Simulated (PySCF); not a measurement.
Si(OH)3(nBu), SMILES CCCC[Si](O)(O)O, singlet at its GFN2-xTB optimised geometry (Å):

```
20

C     -3.9960    -2.0274     2.8797
C     -2.4730    -2.0167     2.8269
C     -1.9503    -1.3107     1.5777
C     -0.4234    -1.3040     1.5108
Si     0.2596    -0.3683     0.0000
O     -0.2392    -1.0482    -1.3926
O     -0.2433     1.1808     0.0000
O      1.8885    -0.3683     0.0000
H     -4.3463    -2.5317     3.7776
H     -4.4040    -2.5452     2.0141
H     -4.3840    -1.0109     2.8831
H     -2.0828    -1.5132     3.7147
H     -2.1023    -3.0445     2.8409
H     -2.3476    -1.8125     0.6923
H     -2.3180    -0.2824     1.5650
H     -0.0370    -0.8592     2.4298
H     -0.0721    -2.3374     1.5055
H     -1.1125    -0.8461    -1.7140
H      0.2110     1.8125     0.5489
H      2.3476    -1.1247    -0.3513
```

Level of theory: B3LYP/def2-SVP in PySCF 2.14.0. Cells within 0.4 Å of a nucleus heavier than hydrogen are left out (blank, or x).

Map of the HOMO amplitude (bohr^(-3/2)) on the plane z = 0.0 Å; orbital energy -7.49 eV, overall sign arbitrary:

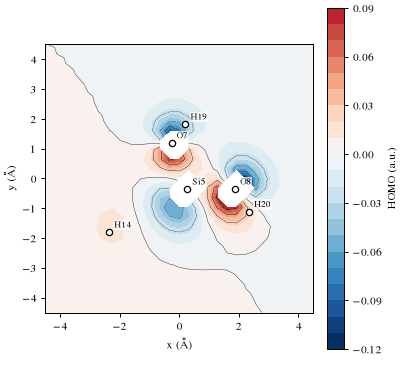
*HOMO amplitude (bohr^(-3/2)) on the plane z = 0.0 Å.*
